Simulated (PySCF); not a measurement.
## Electronic structure of Br$_{3}$In in real space

Input file:

```
{"job": {"kind": "uv", "xc": "CAM-B3LYP", "basis": "def2-SVPD", "ip": true, "nstates": 10}, "charge": 0, "multiplicity": 1}
In     0.020136    -0.038502    -0.006725
Br     2.465919     0.132876     0.139665
Br    -1.275843     2.020253    -0.314295
Br    -1.126923    -2.205056     0.150885
```

Run with:

```sh
OMP_NUM_THREADS=1 python probes_run.py task.json out
```

Geometry: PBE0-D3(BJ)/def2-SVP; core potentials replace the inner electrons of In.

Computed with PySCF, CAM-B3LYP/def2-SVPD, SCF density, gas phase, scalar-relativistic core potentials on the heavy atoms.

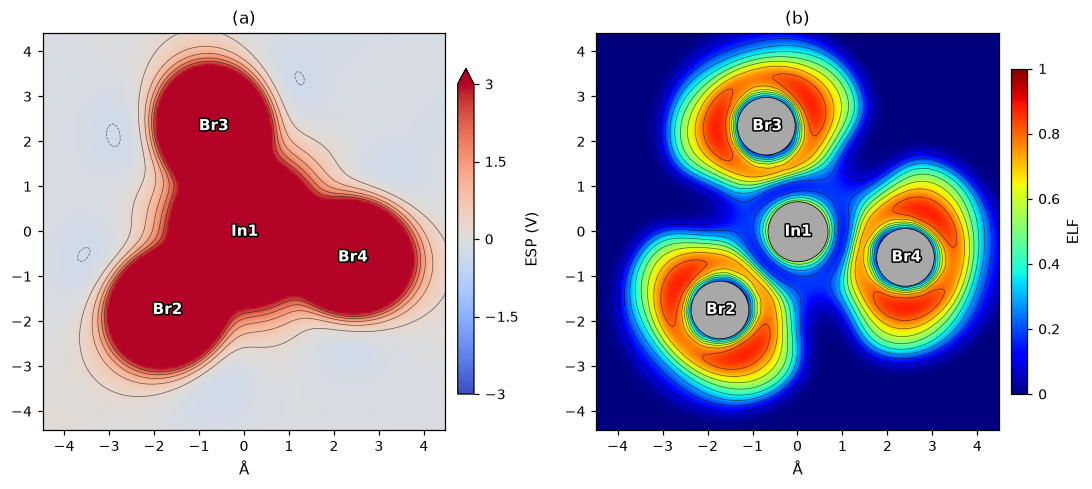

Figure 1. (a) molecular electrostatic potential; (b) electron localisation function on the molecular plane. Grey discs cover the atomic cores in the ELF map.

**Describe what can be read from this map.**

The plane passes through In and Br nuclei.
In–Br (2.45 Å): the ELF peaks at about 0.70 in the valence shell of Br, 1.0 Å from its nucleus, and drops to about 0.15 between the two atoms.
The ELF also peaks beside Br2, Br4 and Br3, away from the bonds: lone-pair regions.
The potential has no marked negative region in this plane.

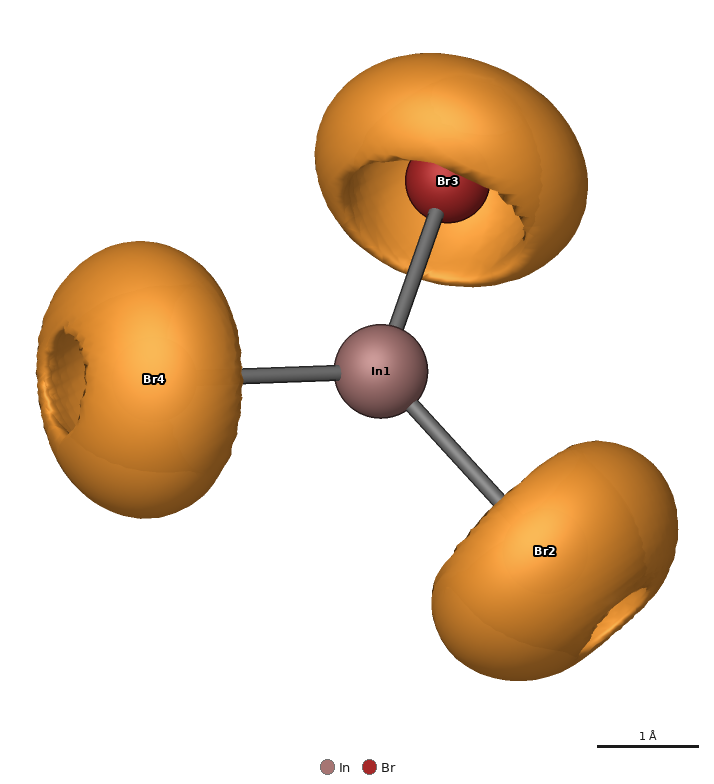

Figure 2. Isosurface of the electron localisation function at 0.8 (orange), seen at a tilt. Only the valence region is drawn (cores and ρ < 0.01 e/Å³ removed).

**What do the ELF domains correspond to?**

At this value the surface marks out three rings or bowls of non-bonding electrons around Br.

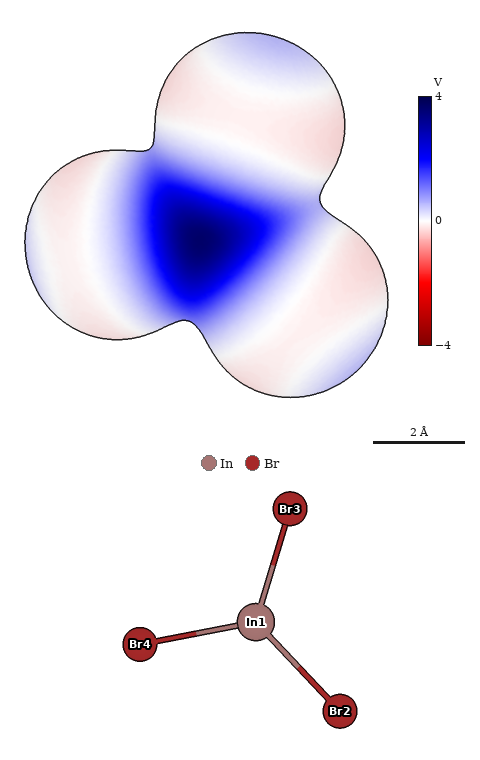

Figure 3. The molecular electrostatic potential painted on the density surface at 0.002 e/bohr³, seen at a tilt; the colour scale runs from red (negative) to blue (positive). The bare structure is drawn below in the same view.

**Which sites attract a positive test charge, and which a negative one?**

A positive charge is drawn to the negative regions and a negative charge to the positive ones. The most negative region (about −0.3 V) lies over Br2, Br3 and Br4, the most positive (about +3.6 V) over In1. Br2 shows a σ-hole: about +0.5 V at the tip opposite its bond, against about −0.1 V on its flanks. Br3 shows a σ-hole: about +0.5 V at the tip opposite its bond, against about −0.2 V on its flanks. Br4 shows a σ-hole: about +0.5 V at the tip opposite its bond, against about −0.1 V on its flanks.

**How polar is the molecule by this calculation?**

Its dipole moment is 0.09 D.
